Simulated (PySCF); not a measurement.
# OF₂: relaxation and vibrations of the triplet

The task is one start of a wider search on OF₂: the triplet, from a linear start. It is relaxed, tested by its Hessian and followed downhill if it is a saddle.

Computed with PySCF 2.14.0. Level: PBE, basis O def2-TZVP, F def2-TZVP, no relativity, density fitting.

## Step 1: The system as given

3 atoms, charge 0, spin multiplicity 3.

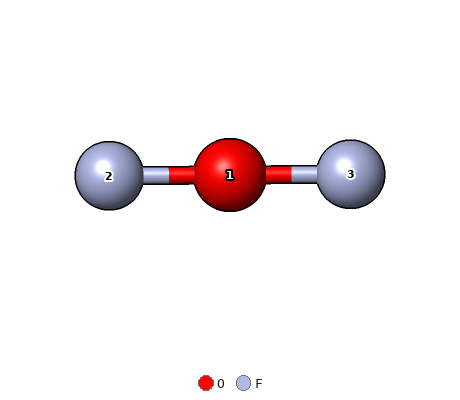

Start geometry, drawn with oxygen red, fluorine light blue; atoms are numbered from 1 in the order of the file.

```xyz
3
charge 0 multiplicity 3
O     0.0000    0.0000    0.0000
F     0.0000    0.0000    1.2700
F     0.0000    0.0000   -1.2700
```

## Step 2: First SCF at the start

The steps below are one call of a driver around PySCF. For each, scf.py gives the equivalent set-up of the SCF; relaxations use the driver's own optimiser. After this first run the driver tries any further starts and a stability analysis.

File scf.py:

```python
from pyscf import gto, scf, dft
mol = gto.M(atom='''
O      0.000000     0.000000     0.000000
F      0.000000     0.000000     1.270000
F      0.000000     0.000000    -1.270000''',
    basis={'O': 'def2-TZVP', 'F': 'def2-TZVP'},
    charge=0, spin=2)
mf = dft.UKS(mol, xc='PBE')
mf.grids.atom_grid = (50, 194)
aux = {'O': 'def2-universal-JKFIT', 'F': 'def2-universal-JKFIT'}
mf = mf.density_fit(auxbasis=aux)
mf.conv_tol = 1e-08
mf.diis_space = 10
mf.max_cycle = 60
mf.init_guess = 'minao'
mf.verbose = 4
mf.kernel()
```

Launch:

```console
$ OMP_NUM_THREADS=4 python axn.py task.json out
```

Log:

```text
init E= -275.136606502396
[... the frontier-level lines of each cycle are left out ...]
cycle= 1 E= -274.324102761806  delta_E= 0.813  |g|= 0.201  |ddm|= 1.59
cycle= 2 E= -274.330723187245  delta_E= -0.00662  |g|= 0.127  |ddm|= 0.158
cycle= 3 E= -274.333562034728  delta_E= -0.00284  |g|= 0.0736  |ddm|= 0.121
cycle= 4 E= -274.334636075675  delta_E= -0.00107  |g|= 0.0353  |ddm|= 0.0385
cycle= 5 E= -274.335009688531  delta_E= -0.000374  |g|= 0.00858  |ddm|= 0.0222
cycle= 6 E= -274.335033144846  delta_E= -2.35e-05  |g|= 0.000745  |ddm|= 0.0072
cycle= 7 E= -274.335033327207  delta_E= -1.82e-07  |g|= 4e-05  |ddm|= 0.000439
cycle= 8 E= -274.335033327722  delta_E= -5.16e-10  |g|= 5.55e-06  |ddm|= 2.34e-05
Extra cycle  E= -274.33503332769  delta_E= 3.25e-11  |g|= 1.2e-05  |ddm|= 8.04e-06
converged SCF energy = -274.33503332769  <S^2> = 2.0034737  2S+1 = 3.0023149
```

This step, with its further starts and checks, took 7.3 s on 4 threads of Arm Neoverse N1, shared host.

The starts that the driver tried:

| start | energy (Eh) |
| --- | --- |
| the minimal-basis guess | -274.335033 |
| a thermally smeared density | -274.335033 |
| a smeared PBE density | -274.335033 |

No lower solution of this spin turned up from the other starts or in the test of internal stability.

## Step 3: Relaxation: linear start, triplet

The program finds D∞h symmetry in the start, which this walk keeps. Threshold on the gradient: 0.0003 Eh/bohr, with a further test on the energy change.

scf.py: that of step 2 with these lines changed.

```diff
@@ -15 +14,0 @@
-mf.init_guess = 'minao'
```

Steps of the walk:

| step | energy (Eh) | change (kJ/mol) | largest symmetric gradient (Eh/bohr) |
| --- | --- | --- | --- |
| 0 | -274.335033 | 0.00 | 0.27523 |
| 1 | -274.485668 | -395.49 | 0.06501 |
| 2 | -274.495633 | -421.65 | 0.02056 |
| 3 | -274.497015 | -425.28 | 0.00492 |
| 4 | -274.497109 | -425.53 | 0.00053 |
| 5 | -274.497110 | -425.53 | 0.00001 |

The walk took 7.1 s.

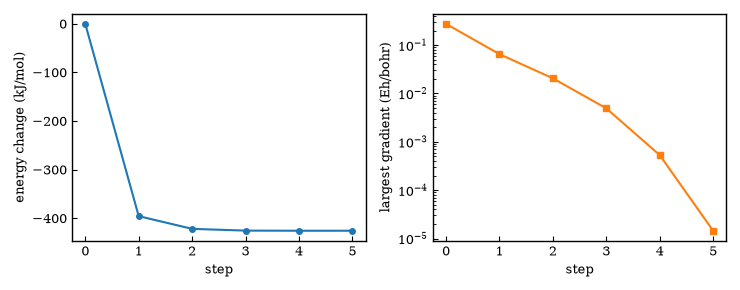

How energy and gradient fall.

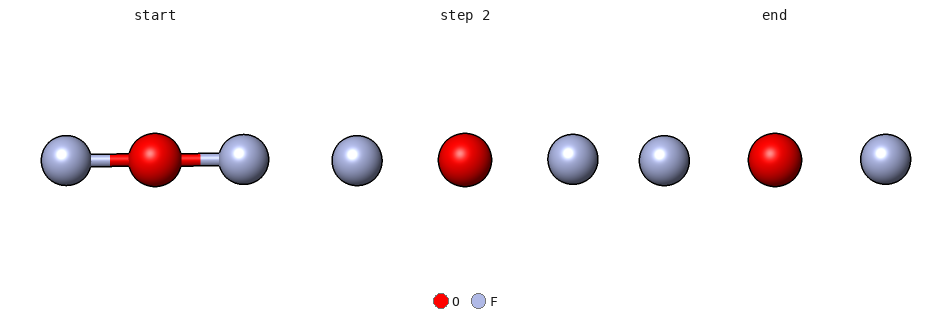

The geometry along the walk, at one scale.

End point (D∞h, 5 steps, 425.5 kJ/mol gained): O–F 1.585 Å (×2); F–O–F 180.0°.

## Step 4: Is it a minimum? Harmonic modes

On the finer grid the gradient is checked again; gradients at displacements of ±0.02 bohr then give force constants and infrared intensities.

scf.py: that of step 3 with these lines changed.

```diff
@@ -4,2 +4,2 @@
-F      0.000000     0.000000     1.270000
-F      0.000000     0.000000    -1.270000''',
+F      0.000000     0.000000     1.584756
+F      0.000000    -0.000000    -1.584756''',
@@ -9 +9 @@
-mf.grids.atom_grid = (50, 194)
+mf.grids.atom_grid = (75, 302)
@@ -12 +12 @@
-mf.conv_tol = 1e-08
+mf.conv_tol = 1e-10
```

This SCF starts from the last density.

SCF at the final geometry:

```text
init E= -274.497092856877
[... the frontier-level lines of each cycle are left out ...]
cycle= 1 E= -274.497092855942  delta_E= 9.35e-10  |g|= 4.99e-05  |ddm|= 2.55e-05
cycle= 2 E= -274.497092762051  delta_E= 9.39e-08  |g|= 0.000501  |ddm|= 0.000256
cycle= 3 E= -274.497092856877  delta_E= -9.48e-08  |g|= 4.96e-06  |ddm|= 0.000233
cycle= 4 E= -274.497092856885  delta_E= -8.47e-12  |g|= 7.25e-08  |ddm|= 1.99e-06
Extra cycle  E= -274.497092856886  delta_E= -5.12e-13  |g|= 2.51e-07  |ddm|= 1.46e-07
converged SCF energy = -274.497092856886  <S^2> = 2.0049425  2S+1 = 3.0032932
```

The whole step took 14 s.

Geometry: D∞h; O–F 1.585 Å (×2); F–O–F 180.0°.

Harmonic modes (main isotopes):

```json
{"symmetry": "πu", "ω (cm⁻¹)": "383i", "IR (km/mol)": "3.6"}
{"symmetry": "σu+", "ω (cm⁻¹)": "459", "IR (km/mol)": "333"}
{"symmetry": "σg+", "ω (cm⁻¹)": "583", "IR (km/mol)": "0.0"}
```

2 modes are imaginary, the largest at 383i cm⁻¹: a saddle point, not a minimum.

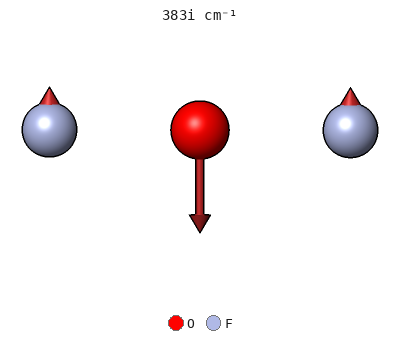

The imaginary mode, as arrows.

Constants and moments:

- Dipole moment: 0.00 D
- Highest occupied level: -9.34 eV
- Lowest empty level: -7.87 eV
- Rotational constants: 0.1767 cm⁻¹
- Zero-point energy (real modes): 6.2 kJ/mol
- Principal polarisabilities: 6.6, 6.6, 43.1 bohr³
- Atomisation energy without zero-point energy: 392 kJ/mol
- Principal traceless quadrupole moments about the centre of mass: -2.48, 1.24, 1.24 D Å
- Spin squared ⟨S²⟩: 2.005

Populations by atom (charges in e):

```tsv
atom	Mulliken	Löwdin	polar tensor	spin (Mulliken)	Mayer order to O1
O1	0.23	0.15	0.75	1.24	–
F2,3	-0.12	-0.08	-0.38	0.38	0.94
```

Outer orbital energies (eV). α occupied: -15.09, -13.08, -13.08, -11.06, -11.06, -9.79, -9.72, -9.72; empty: -4.57, 7.84, 9.27, 9.27. β occupied: -29.62, -23.72, -14.56, -11.44, -11.44, -10.20, -10.20, -9.34; empty: -7.87, -7.87, -3.76, 8.33.

Mulliken populations on O1: s 4.01, p 3.71, d 0.05, f 0.00.

## Step 5: Leaving the saddle point

The start is the last point, displaced along its most imaginary mode.

The program finds C2v symmetry in the start, which this walk keeps. The walk stops when the largest gradient is under 0.0003 Eh/bohr and the energy has settled too.

scf.py: that of step 4 with these lines changed.

```diff
@@ -3,3 +3,3 @@
-O      0.000000     0.000000     0.000000
-F      0.000000     0.000000     1.584756
-F      0.000000    -0.000000    -1.584756''',
+O     -0.004963     0.119897    -0.000000
+F      0.002089    -0.050471     1.584756
+F      0.002089    -0.050471    -1.584756''',
@@ -9 +9 @@
-mf.grids.atom_grid = (75, 302)
+mf.grids.atom_grid = (50, 194)
@@ -12 +12 @@
-mf.conv_tol = 1e-10
+mf.conv_tol = 1e-08
```

The optimiser's trace:

| step | energy (Eh) | change (kJ/mol) | largest symmetric gradient (Eh/bohr) |
| --- | --- | --- | --- |
| 0 | -274.499535 | 0.00 | 0.01111 |
| 1 | -274.505082 | -14.56 | 0.01672 |
| 2 | -274.505694 | -16.17 | 0.01476 |
| 3 | -274.506551 | -18.42 | 0.00154 |
| 4 | -274.506562 | -18.45 | 0.00013 |
| 5 | -274.506562 | -18.45 | 0.00001 |

The walk took 6.6 s.

Geometry (Å) and forces (eV/Å) at some steps:

```
step 0
O   -0.005   0.120   0.000  -0.024   0.571   0.000
F    0.002  -0.050   1.585   0.012  -0.286  -0.471
F    0.002  -0.050  -1.585   0.012  -0.286   0.471
step 1
O   -0.014   0.331   0.000   0.022  -0.548   0.000
F    0.006  -0.156   1.519  -0.011   0.274  -0.860
F    0.006  -0.156  -1.519  -0.011   0.274   0.860
step 3
O   -0.014   0.327   0.000   0.001  -0.048   0.000
F    0.006  -0.154   1.480  -0.001   0.024  -0.079
F    0.006  -0.154  -1.480  -0.001   0.024   0.079
step 5
O   -0.014   0.326   0.000  -0.001   0.000   0.000
F    0.006  -0.154   1.476   0.000   0.000   0.000
F    0.006  -0.154  -1.476   0.000   0.000   0.000
```

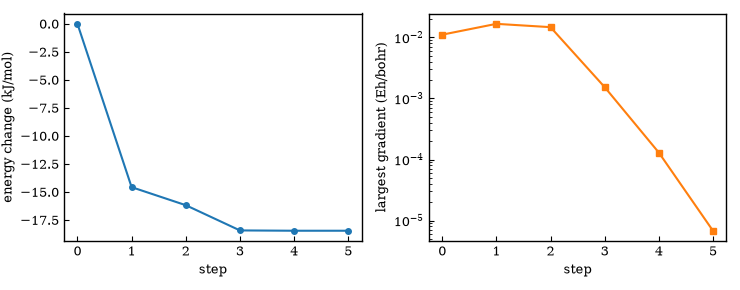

How energy and gradient fall.

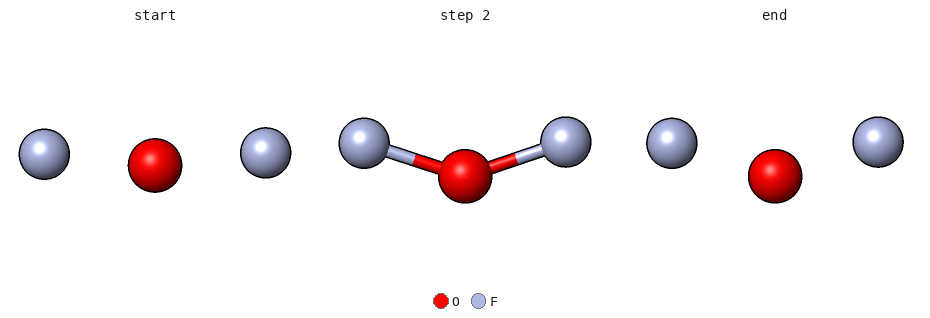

The geometry along the walk, at one scale.

End point (C2v, 5 steps, 18.4 kJ/mol gained): O–F 1.553 Å (×2); F–O–F 143.9°.

## Step 6: Is it a minimum? Harmonic modes

As before: finer grid, then central differences.

scf.py: that of step 5 with these lines changed.

```diff
@@ -3,3 +3,3 @@
-O     -0.004963     0.119897    -0.000000
-F      0.002089    -0.050471     1.584756
-F      0.002089    -0.050471    -1.584756''',
+O     -0.013989     0.337967    -0.000000
+F      0.005889    -0.142269     1.476267
+F      0.005889    -0.142269    -1.476267''',
@@ -9 +9 @@
-mf.grids.atom_grid = (50, 194)
+mf.grids.atom_grid = (75, 302)
@@ -12 +12 @@
-mf.conv_tol = 1e-08
+mf.conv_tol = 1e-10
```

Log of the central SCF (cycles and frontier levels):

```text
init E= -274.506571920878
[... the frontier-level lines of each cycle are left out ...]
cycle= 1 E= -274.506571920692  delta_E= 1.85e-10  |g|= 2.32e-05  |ddm|= 1.15e-05
cycle= 2 E= -274.506571915147  delta_E= 5.55e-09  |g|= 0.000127  |ddm|= 6.25e-05
cycle= 3 E= -274.506571920854  delta_E= -5.71e-09  |g|= 9.1e-06  |ddm|= 5.35e-05
cycle= 4 E= -274.506571920883  delta_E= -2.92e-11  |g|= 9.01e-07  |ddm|= 4.82e-06
Extra cycle  E= -274.506571920876  delta_E= 7.05e-12  |g|= 4.69e-06  |ddm|= 2.76e-06
converged SCF energy = -274.506571920876  <S^2> = 2.0052997  2S+1 = 3.0035311
```

The whole step took 18 s on 4 threads of Arm Neoverse N1, shared host.

Geometry: C2v; O–F 1.553 Å (×2); F–O–F 143.9°.

Modes, for the most abundant isotopes:

```tsv
symmetry	ω (cm⁻¹)	IR (km/mol)	μ (u)
b2	213	310	16.84
a1	298	1.3	17.55
a1	666	3.5	18.10
```

Every mode is real; the point is a minimum.

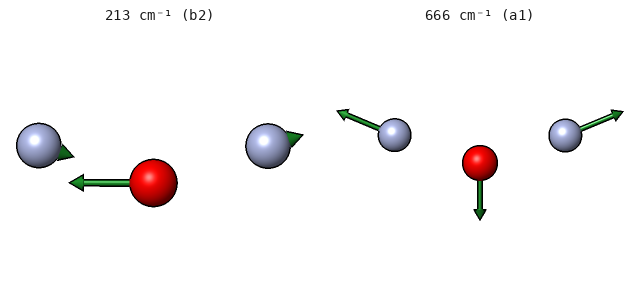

How the atoms move in 2 of the modes.

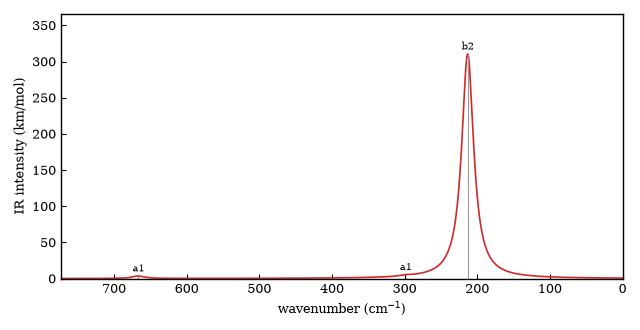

The harmonic infrared spectrum (widths in cm⁻¹). Lines are broadened to a width of 20 cm⁻¹ (Lorentzian).

Constants and moments:

```
Dipole moment                                                   : 0.33 D
Highest occupied level                                          : -8.58 eV
Lowest empty level                                              : -7.65 eV
Rotational constants                                            : 6.482, 0.2036, 0.1974 cm⁻¹
Zero-point energy                                               : 7.0 kJ/mol
Principal polarisabilities                                      : 6.6, 8.4, 36.3 bohr³
Atomisation energy without zero-point energy                    : 416 kJ/mol
Principal traceless quadrupole moments about the centre of mass : -1.53, 0.55, 0.98 D Å
Entropy at 298.15 K and 1 bar (electronic part: spin only)      : 267.2 J/(mol K)
Heat capacity Cp at 298.15 K                                    : 51.6 J/(mol K)
Enthalpy at 298.15 K above 0 K                                  : 12.78 kJ/mol
Rotational symmetry number                                      : 2
Spin squared ⟨S²⟩                                               : 2.005
```

Charges (e) and bond orders:

```tsv
atom	Mulliken	Löwdin	polar tensor	spin (Mulliken)	Mayer order to O1
O1	0.20	0.14	0.74	1.17	–
F2,3	-0.10	-0.07	-0.37	0.42	0.94
```

Outer orbital energies (eV). α occupied: -15.34, -13.25, -13.22, -11.15, -10.90, -10.26, -9.61, -8.58; empty: -4.60, 7.97, 9.26, 9.33. β occupied: -29.73, -23.54, -14.61, -11.83, -11.58, -10.27, -10.26, -9.79; empty: -7.65, -6.55, -3.64, 8.41.

Mulliken populations on O1: s 3.98, p 3.77, d 0.05, f 0.00.

## Step 7: All stationary points

| spin | group | bonds | imaginary modes (cm⁻¹) | ΔE (kJ/mol) | with zero-point energy |
| --- | --- | --- | --- | --- | --- |
| triplet | C2v | O–F 1.553 Å (×2) | none | 0.0 | 0.0 |
| triplet | D∞h | O–F 1.585 Å (×2) | 383i, 383i | 24.9 | – |

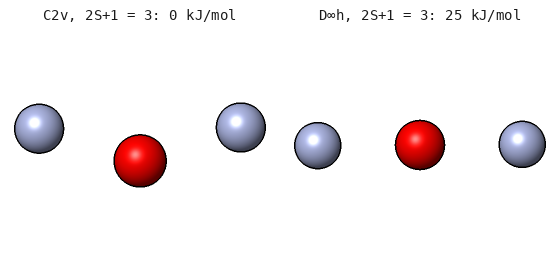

The points, lowest first (oxygen red, fluorine light blue).

## Step 8: Summary of results

| quantity | value |
| --- | --- |
| minimum | triplet, C2v |
| geometry | O–F 1.553 Å (×2); F–O–F 143.9° |
| wavenumbers (cm⁻¹) | 213 (b2), 298 (a1), 666 (a1) |
| dipole moment | 0.33 D |
| highest occupied, lowest empty level (either spin) | -8.58, -7.65 eV |
| polar-tensor charge of O1 | +0.74 e |
| zero-point energy | 7.0 kJ/mol |
| entropy at 298.15 K | 267.2 J/(mol K) |
| atomisation energy (no zero-point energy) | 416 kJ/mol |
| ⟨S²⟩ | 2.005 |

In words: From D∞h at the start the molecule goes to a C2v minimum, after a stop at a second-order saddle point 24.9 kJ/mol higher, from which it was pushed off along an imaginary mode. In the infrared the band at 213 cm⁻¹ (b2) leads. Most of the spin sits on O1 (Mulliken spin 1.17, against 2 for the whole molecule). Other starts or spin states, not run here, may lie lower.

The search up to here took 53 s.
